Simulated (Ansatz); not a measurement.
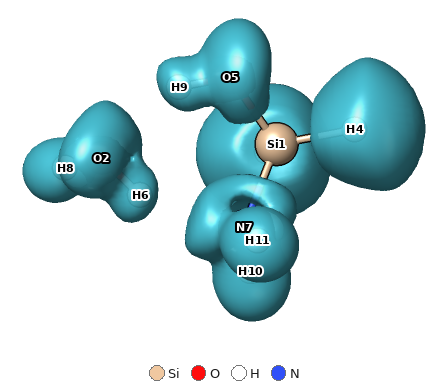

Figure 1: H₅NOSi···H₂O. Isosurface of the ELF at 0.75 (cyan), seen at a tilt. Core shells and regions of very low density are left out.

The product side of a reaction path; geometry: PBE0-D4/def2-TZVP.

These are results of RKS PBE0-D4/def2-TZVPP (Ansatz 0.2.0), not measurements.

Input

```
crystal:
  periodic: [false, false, false]
  atoms:
    - {symbol: Si, position_ang: [-1.116056, -0.615308, -0.071007]}
    - {symbol: O, position_ang: [1.947057, 0.378092, 0.808260]}
    - {symbol: H, position_ang: [-0.744189, -1.747917, -0.963071]}
    - {symbol: H, position_ang: [-2.591166, -0.544636, 0.071820]}
    - {symbol: O, position_ang: [-0.531836, -0.736022, 1.445188]}
    - {symbol: H, position_ang: [1.372913, 0.643896, 0.064640]}
    - {symbol: N, position_ang: [-0.404561, 0.771108, -0.855903]}
    - {symbol: H, position_ang: [2.721513, -0.035190, 0.421802]}
    - {symbol: H, position_ang: [0.417154, -0.534312, 1.517420]}
    - {symbol: H, position_ang: [-0.341222, 0.733587, -1.863597]}
    - {symbol: H, position_ang: [-0.729507, 1.686703, -0.575653]}
basis:
  gaussian: {orbitals: def2-TZVPP}
hamiltonian: {xc: pbe0, dispersion: d4}
output: {orbitals: {seedname: orbitals}}
```

Run with:

```sh
ansatz run in.yaml --threads 4 --pin off --events-out ev --progress --plain --max-ram 9574MiB
```

Identify the bonds, lone pairs and shells in this picture.

Answer. The ELF exceeds this value in two regions around hydrogen nuclei, one joined region spread over several atoms (H, N), in which their bonds and any lone pairs are merged and two joined regions spread over several atoms (H, O), in which their bonds and any lone pairs are merged. Along the contacts the grid gives the following. N7···H6 (2.01 Å): the ELF dips to about 0.15 between them: by its geometry a hydrogen bond between the two molecules, with no shared pair. Si–O (1.63 Å): the ELF peaks at about 0.90 between the atoms, as expected for a polar covalent bond.
